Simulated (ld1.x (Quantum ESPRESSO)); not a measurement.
# Run report: Pr, pseudopotential generation

- system: praseodymium (Pr, Z = 59), core [Kr] 4d10 5s2, reference valence 4f3 5p6 5d0 6s2 6p0, valence charge 11.
- method: RRKJ potential, LDA (PZ), fully relativistic, made with ld1.x (Quantum ESPRESSO) 7.5

Outcome:

| quantity | value |
| --- | --- |
| outcome | ended with an error |
| hardware | 1 CPU thread, shared host |
| wall time | 2.2 s |

What went wrong:

The generator stopped with the message “run_pseudo: Errors in PS-KS equation”. In words: the pseudo-atom solver did not find the valence states with the expected number of nodes, which is the usual sign of a ghost state.

Input:
```
 &input
   title='Pr', zed=59., rel=2, dft='PZ', iswitch=3,
   config='[Xe] 4f3 5d0 6s2 6p0', rel_dist='average',
   nld=7, rlderiv=4.30, eminld=-4.0, emaxld=5.0, deld=0.02
 /
 &inputp
   pseudotype=2, tm=.false., rho0=0.005, lloc=0,
   nlcc=.true., rcore=0.60,
   file_pseudopw='Pr.UPF', file_wfcaegen='ae.wfc', file_wfcncgen='nc.wfc', file_beta='beta', file_chi='chi'
 /
4
5P  2  1   6.00   0.00  3.00  3.00  0.0
5D  3  2   0.00   0.00  3.95  3.95  0.0
4F  4  3   3.00   0.00  0.90  0.90  0.0
6S  1  0   2.00   0.00  2.90  2.90  0.0
 &test
   configts(1)='4f3 5p6 5d0 6s2 6p0'
 /
```

Launched with:
```bash
ld1.x < Pr.in > Pr.out
```

The program's output:
```
     Program LD1 v.7.5
 state nlj           4           3   2.5000000000000000       not converged
 state nlj           4           3   3.5000000000000000       not converged
 state nlj           5           2   1.5000000000000000       not converged
 state nlj           5           2   2.5000000000000000       not converged
 state nlj           6           1  0.50000000000000000       not converged
 state nlj           6           1   1.5000000000000000       not converged
     --------------------------- All-electron run ----------------------------

     Pr
     dirac relativistic calculation

     atomic number is 59.00
     dft =PZ   lsd =0 sic =0 latt =0  beta=0.20 tr2=1.0E-14
     Exchange-correlation= PZ
                           (   1   1   0   0   0   0   0)
     mesh =1255 r(mesh) =  99.23220 a.u. xmin = -7.00 dx = 0.01250
     1 Ry =  13.60569312 eV, c = 137.03599908

     n l j   nl                  e(Ry)          e(Ha)          e(eV)
     Spin orbit split results
     1 0 0.5 1S 1( 2.00)     -3067.6516     -1533.8258    -41737.5261
     2 0 0.5 2S 1( 2.00)      -493.3762      -246.6881     -6712.7250
     2 1 0.5 2P 1( 2.00)      -466.4830      -233.2415     -6346.8239
     2 1 1.5 2P 1( 4.00)      -431.0827      -215.5414     -5865.1795
     3 0 0.5 3S 1( 2.00)      -106.4041       -53.2021     -1447.7022
     3 1 0.5 3P 1( 2.00)       -94.9450       -47.4725     -1291.7921
     3 1 1.5 3P 1( 4.00)       -87.9350       -43.9675     -1196.4165
     4 0 0.5 4S 1( 2.00)       -21.1178       -10.5589      -287.3219
     4 1 0.5 4P 1( 2.00)       -16.8306        -8.4153      -228.9922
     4 1 1.5 4P 1( 4.00)       -15.3112        -7.6556      -208.3199
     3 2 1.5 3D 1( 4.00)       -67.8698       -33.9349      -923.4163
     3 2 2.5 3D 1( 6.00)       -66.3573       -33.1787      -902.8373
     5 0 0.5 5S 1( 2.00)        -2.8722        -1.4361       -39.0777
     5 1 0.5 5P 1( 2.00)        -1.7277        -0.8639       -23.5066
     5 1 1.5 5P 1( 4.00)        -1.5197        -0.7599       -20.6770
     4 2 1.5 4D 1( 4.00)        -8.2618        -4.1309      -112.4071
     4 2 2.5 4D 1( 6.00)        -7.9954        -3.9977      -108.7824
     4 3 2.5 4F 1( 1.29)        -0.1195        -0.0598        -1.6261
     4 3 3.5 4F 1( 1.71)        -0.0944        -0.0472        -1.2842
     5 2 1.5 5D 1( 0.00)        -0.1659        -0.0829        -2.2572
     5 2 2.5 5D 1( 0.00)        -0.1540        -0.0770        -2.0947
     6 0 0.5 6S 1( 2.00)        -0.2642        -0.1321        -3.5950
     6 1 0.5 6P 1( 0.00)        -0.1041        -0.0520        -1.4162
     6 1 1.5 6P 1( 0.00)        -0.0911        -0.0455        -1.2393
     Averaged results
     1 0     1S 1( 2.00)     -3067.6516     -1533.8258    -41737.5261
     2 0     2S 1( 2.00)      -493.3762      -246.6881     -6712.7250
     2 1     2P 1( 6.00)      -442.8828      -221.4414     -6025.7276
     3 0     3S 1( 2.00)      -106.4041       -53.2021     -1447.7022
     3 1     3P 1( 6.00)       -90.2717       -45.1358     -1228.2084
     4 0     4S 1( 2.00)       -21.1178       -10.5589      -287.3219
     4 1     4P 1( 6.00)       -15.8177        -7.9088      -215.2107
     3 2     3D 1(10.00)       -66.9623       -33.4812      -911.0689
     5 0     5S 1( 2.00)        -2.8722        -1.4361       -39.0777
     5 1     5P 1( 6.00)        -1.5891        -0.7945       -21.6202
     4 2     4D 1(10.00)        -8.1019        -4.0510      -110.2322
     4 3     4F 1( 3.00)        -0.1052        -0.0526        -1.4308
     5 2     5D 1( 0.00)        -0.1587        -0.0794        -2.1597
     6 0     6S 1( 2.00)        -0.2642        -0.1321        -3.5950
     6 1     6P 1( 0.00)        -0.0954        -0.0477        -1.2983

     final scf error:  6.2E-15 reached in  32 iterations

     Etot =  -18471.757386 Ry,   -9235.878693 Ha, -251321.062438 eV

     Ekin =   19865.064386 Ry,    9932.532193 Ha,  270277.969904 eV
     Encl =  -45088.295047 Ry,  -22544.147524 Ha, -613457.505851 eV
     Eh   =    7171.201428 Ry,    3585.600714 Ha,   97569.165948 eV
     Exc  =    -419.728153 Ry,    -209.864076 Ha,   -5710.692440 eV

     normalization and overlap integrals

     s(1S/1S) =  1.000000  <r> =   0.0241  <r2> =    0.0008  r(max) =   0.0153
     s(2S/2S) =  1.000000  <r> =   0.1026  <r2> =    0.0125  r(max) =   0.0872
     s(2P/2P) =  1.000000  <r> =   0.0861  <r2> =    0.0091  r(max) =   0.0670
     s(2P/2P) =  1.000000  <r> =   0.0924  <r2> =    0.0104  r(max) =   0.0723
     s(3S/3S) =  1.000000  <r> =   0.2723  <r2> =    0.0849  r(max) =   0.2491
     s(3P/3P) =  1.000000  <r> =   0.2619  <r2> =    0.0798  r(max) =   0.2369
     s(3P/3P) =  1.000000  <r> =   0.2743  <r2> =    0.0872  r(max) =   0.2491
     s(4S/4S) =  1.000000  <r> =   0.6228  <r2> =    0.4381  r(max) =   0.5827
     s(4P/4P) =  1.000000  <r> =   0.6404  <r2> =    0.4669  r(max) =   0.5901
     s(4P/4P) =  1.000000  <r> =   0.6687  <r2> =    0.5088  r(max) =   0.6126
     s(3D/3D) =  1.000000  <r> =   0.2453  <r2> =    0.0710  r(max) =   0.1989
     s(3D/3D) =  1.000000  <r> =   0.2492  <r2> =    0.0731  r(max) =   0.2014
     s(5S/5S) =  1.000000  <r> =   1.5066  <r2> =    2.5557  r(max) =   1.3464
     s(5P/5P) =  1.000000  <r> =   1.7063  <r2> =    3.3113  r(max) =   1.4880
     s(5P/5P) =  1.000000  <r> =   1.7993  <r2> =    3.6855  r(max) =   1.5643
     s(4D/4D) =  1.000000  <r> =   0.7219  <r2> =    0.6055  r(max) =   0.6281
     s(4D/4D) =  1.000000  <r> =   0.7321  <r2> =    0.6225  r(max) =   0.6360
     s(4F/4F) =  1.000000  <r> =   1.1911  <r2> =    2.0710  r(max) =   0.6942
     s(4F/4F) =  1.000000  <r> =   1.2201  <r2> =    2.2100  r(max) =   0.6942
     s(5D/5D) =  1.000000  <r> =   3.2396  <r2> =   12.9309  r(max) =   2.2761
     s(5D/5D) =  1.000000  <r> =   3.3363  <r2> =   13.7337  r(max) =   2.3337
     s(6S/6S) =  1.000000  <r> =   4.4377  <r2> =   22.3360  r(max) =   3.7999
     s(6P/6P) =  1.000000  <r> =   5.8699  <r2> =   39.4297  r(max) =   4.9405
     s(6P/6P) =  1.000000  <r> =   6.1775  <r2> =   43.6513  r(max) =   5.1938

     ------------------------ End of All-electron run ------------------------

     --------------------- Generating NC pseudopotential ---------------------

      Generating local pot.: lloc=0, matching radius rcloc =   2.9000

      Computing core charge for nlcc:

       r > 0.60 : true rho core
       r < 0.60 : rho core = a sin(br)/r    a=  67.85  b=   3.50

      Integrated core pseudo-charge :  24.02

     Fully relativistic calculation: |psi|^2

     Wfc 5P LC norm =  0.99983356 SC norm =  0.00016643 missing  0.00000000

     Wfc 5P LC norm =  0.99984956 SC norm =  0.00015042 missing  0.00000002

     Wfc 5D LC norm =  0.99995076 SC norm =  0.00004922 missing  0.00000001

     Wfc 5D LC norm =  0.99995356 SC norm =  0.00004506 missing  0.00000138

     Wfc 4F LC norm =  0.99966406 SC norm =  0.00033594 missing  0.00000000

     Wfc 4F LC norm =  0.99967170 SC norm =  0.00032819 missing  0.00000011

      Wfc   5P  rcut= 2.997  Estimated cut-off energy=       20.74 Ry
      This function has    0 nodes for 0 < r <    2.997

      Wfc   5P  rcut= 2.997  Estimated cut-off energy=       20.62 Ry
      This function has    0 nodes for 0 < r <    2.997

      Wfc   5D  rcut= 3.945  Estimated cut-off energy=       15.05 Ry
      This function has    0 nodes for 0 < r <    3.945

      Wfc   5D  rcut= 3.945  Estimated cut-off energy=       15.03 Ry
      This function has    0 nodes for 0 < r <    3.945

      Wfc   4F  rcut= 0.903  Estimated cut-off energy=      359.64 Ry
      This function has    0 nodes for 0 < r <    0.903

      Wfc   4F  rcut= 0.903  Estimated cut-off energy=      359.56 Ry
      This function has    0 nodes for 0 < r <    0.903

     ------------------- End of pseudopotential generation -------------------

 state nlj           4           3   2.5000000000000000       not converged
 state nlj           4           3   3.5000000000000000       not converged
 state nlj           5           2   1.5000000000000000       not converged
 state nlj           5           2   2.5000000000000000       not converged
 state nlj           6           1  0.50000000000000000       not converged
 state nlj           6           1   1.5000000000000000       not converged
     --------------------------- All-electron run ----------------------------

     Pr
     dirac relativistic calculation

     atomic number is 59.00
     dft =PZ   lsd =0 sic =0 latt =0  beta=0.20 tr2=1.0E-14
     Exchange-correlation= PZ
                           (   1   1   0   0   0   0   0)
     mesh =1255 r(mesh) =  99.23220 a.u. xmin = -7.00 dx = 0.01250
     1 Ry =  13.60569312 eV, c = 137.03599908

     n l j   nl                  e(Ry)          e(Ha)          e(eV)
     Spin orbit split results
     1 0 0.5 1S 1( 2.00)     -3067.6516     -1533.8258    -41737.5261
     2 0 0.5 2S 1( 2.00)      -493.3762      -246.6881     -6712.7250
     2 1 0.5 2P 1( 2.00)      -466.4830      -233.2415     -6346.8239
     2 1 1.5 2P 1( 4.00)      -431.0827      -215.5414     -5865.1795
     3 0 0.5 3S 1( 2.00)      -106.4041       -53.2021     -1447.7022
     3 1 0.5 3P 1( 2.00)       -94.9450       -47.4725     -1291.7921
     3 1 1.5 3P 1( 4.00)       -87.9350       -43.9675     -1196.4165
     4 0 0.5 4S 1( 2.00)       -21.1178       -10.5589      -287.3219
     4 1 0.5 4P 1( 2.00)       -16.8306        -8.4153      -228.9922
     4 1 1.5 4P 1( 4.00)       -15.3112        -7.6556      -208.3199
     3 2 1.5 3D 1( 4.00)       -67.8698       -33.9349      -923.4163
     3 2 2.5 3D 1( 6.00)       -66.3573       -33.1787      -902.8373
     5 0 0.5 5S 1( 2.00)        -2.8722        -1.4361       -39.0777
     5 1 0.5 5P 1( 2.00)        -1.7277        -0.8639       -23.5066
     5 1 1.5 5P 1( 4.00)        -1.5197        -0.7599       -20.6770
     4 2 1.5 4D 1( 4.00)        -8.2618        -4.1309      -112.4071
     4 2 2.5 4D 1( 6.00)        -7.9954        -3.9977      -108.7824
     4 3 2.5 4F 1( 1.29)        -0.1195        -0.0598        -1.6261
     4 3 3.5 4F 1( 1.71)        -0.0944        -0.0472        -1.2842
     5 2 1.5 5D 1( 0.00)        -0.1659        -0.0829        -2.2572
     5 2 2.5 5D 1( 0.00)        -0.1540        -0.0770        -2.0947
     6 0 0.5 6S 1( 2.00)        -0.2642        -0.1321        -3.5950
     6 1 0.5 6P 1( 0.00)        -0.1041        -0.0520        -1.4162
     6 1 1.5 6P 1( 0.00)        -0.0911        -0.0455        -1.2393
     Averaged results
     1 0     1S 1( 2.00)     -3067.6516     -1533.8258    -41737.5261
     2 0     2S 1( 2.00)      -493.3762      -246.6881     -6712.7250
     2 1     2P 1( 6.00)      -442.8828      -221.4414     -6025.7276
     3 0     3S 1( 2.00)      -106.4041       -53.2021     -1447.7022
     3 1     3P 1( 6.00)       -90.2717       -45.1358     -1228.2084
     4 0     4S 1( 2.00)       -21.1178       -10.5589      -287.3219
     4 1     4P 1( 6.00)       -15.8177        -7.9088      -215.2107
     3 2     3D 1(10.00)       -66.9623       -33.4812      -911.0689
     5 0     5S 1( 2.00)        -2.8722        -1.4361       -39.0777
     5 1     5P 1( 6.00)        -1.5891        -0.7945       -21.6202
     4 2     4D 1(10.00)        -8.1019        -4.0510      -110.2322
     4 3     4F 1( 3.00)        -0.1052        -0.0526        -1.4308
     5 2     5D 1( 0.00)        -0.1587        -0.0794        -2.1597
     6 0     6S 1( 2.00)        -0.2642        -0.1321        -3.5950
     6 1     6P 1( 0.00)        -0.0954        -0.0477        -1.2983

     final scf error:  6.2E-15 reached in  32 iterations

     Etot =  -18471.757386 Ry,   -9235.878693 Ha, -251321.062438 eV

     Ekin =   19865.064386 Ry,    9932.532193 Ha,  270277.969904 eV
     Encl =  -45088.295047 Ry,  -22544.147524 Ha, -613457.505851 eV
     Eh   =    7171.201428 Ry,    3585.600714 Ha,   97569.165948 eV
     Exc  =    -419.728153 Ry,    -209.864076 Ha,   -5710.692440 eV

     normalization and overlap integrals

     s(1S/1S) =  1.000000  <r> =   0.0241  <r2> =    0.0008  r(max) =   0.0153
     s(2S/2S) =  1.000000  <r> =   0.1026  <r2> =    0.0125  r(max) =   0.0872
     s(2P/2P) =  1.000000  <r> =   0.0861  <r2> =    0.0091  r(max) =   0.0670
     s(2P/2P) =  1.000000  <r> =   0.0924  <r2> =    0.0104  r(max) =   0.0723
     s(3S/3S) =  1.000000  <r> =   0.2723  <r2> =    0.0849  r(max) =   0.2491
     s(3P/3P) =  1.000000  <r> =   0.2619  <r2> =    0.0798  r(max) =   0.2369
     s(3P/3P) =  1.000000  <r> =   0.2743  <r2> =    0.0872  r(max) =   0.2491
     s(4S/4S) =  1.000000  <r> =   0.6228  <r2> =    0.4381  r(max) =   0.5827
     s(4P/4P) =  1.000000  <r> =   0.6404  <r2> =    0.4669  r(max) =   0.5901
     s(4P/4P) =  1.000000  <r> =   0.6687  <r2> =    0.5088  r(max) =   0.6126
     s(3D/3D) =  1.000000  <r> =   0.2453  <r2> =    0.0710  r(max) =   0.1989
     s(3D/3D) =  1.000000  <r> =   0.2492  <r2> =    0.0731  r(max) =   0.2014
     s(5S/5S) =  1.000000  <r> =   1.5066  <r2> =    2.5557  r(max) =   1.3464
     s(5P/5P) =  1.000000  <r> =   1.7063  <r2> =    3.3113  r(max) =   1.4880
     s(5P/5P) =  1.000000  <r> =   1.7993  <r2> =    3.6855  r(max) =   1.5643
     s(4D/4D) =  1.000000  <r> =   0.7219  <r2> =    0.6055  r(max) =   0.6281
     s(4D/4D) =  1.000000  <r> =   0.7321  <r2> =    0.6225  r(max) =   0.6360
     s(4F/4F) =  1.000000  <r> =   1.1911  <r2> =    2.0710  r(max) =   0.6942
     s(4F/4F) =  1.000000  <r> =   1.2201  <r2> =    2.2100  r(max) =   0.6942
     s(5D/5D) =  1.000000  <r> =   3.2396  <r2> =   12.9309  r(max) =   2.2761
     s(5D/5D) =  1.000000  <r> =   3.3363  <r2> =   13.7337  r(max) =   2.3337
     s(6S/6S) =  1.000000  <r> =   4.4377  <r2> =   22.3360  r(max) =   3.7999
     s(6P/6P) =  1.000000  <r> =   5.8699  <r2> =   39.4297  r(max) =   4.9405
     s(6P/6P) =  1.000000  <r> =   6.1775  <r2> =   43.6513  r(max) =   5.1938

     ------------------------ End of All-electron run ------------------------

     Computing logarithmic derivative in   4.27905

       Warning: n=2, l=1 expected 0 nodes, found 1
       Setting wfc to zero for this iteration
       (This warning will only be printed once per wavefunction)

       Warning: n=4, l=3 expected 0 nodes, found 1
       Setting wfc to zero for this iteration
       (This warning will only be printed once per wavefunction)

       Warning: n=1, l=0 expected 0 nodes, found 1
       Setting wfc to zero for this iteration
       (This warning will only be printed once per wavefunction)

 %%%%%%%%%%%%%%%%%%%%%%%%%%%%%%%%%%%%%%%%%%%%%%%%%%%%%%%%%%%%%%%%%%%%%%%%%%%%%%
     Error in routine run_pseudo (1):
     Errors in PS-KS equation
 %%%%%%%%%%%%%%%%%%%%%%%%%%%%%%%%%%%%%%%%%%%%%%%%%%%%%%%%%%%%%%%%%%%%%%%%%%%%%%

     stopping ...
```

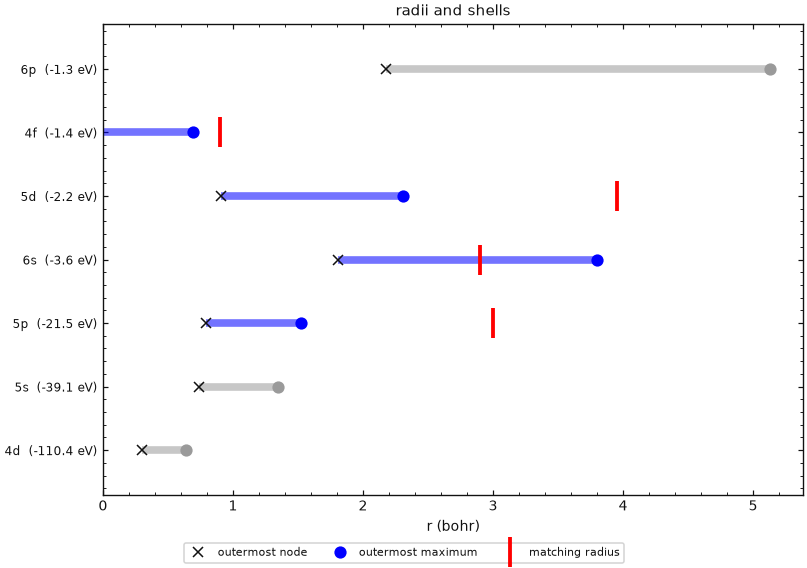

Figure 1. Outer shells of the all-electron reference atom: each bar runs from the outermost node (or the nucleus) to the outermost maximum of u(r); the tick is the radius chosen for the pseudo-wave. Shells without a tick have no pseudo-wave of their own. Levels, nodes and maxima are from ld1.x, scalar-relativistic.

- Radii against the shells: 5p: 3.00 bohr, outside the maximum; 6s: 2.90 bohr, between node and maximum; 5d: 3.95 bohr, outside the maximum; 4f: 0.90 bohr, outside the maximum.
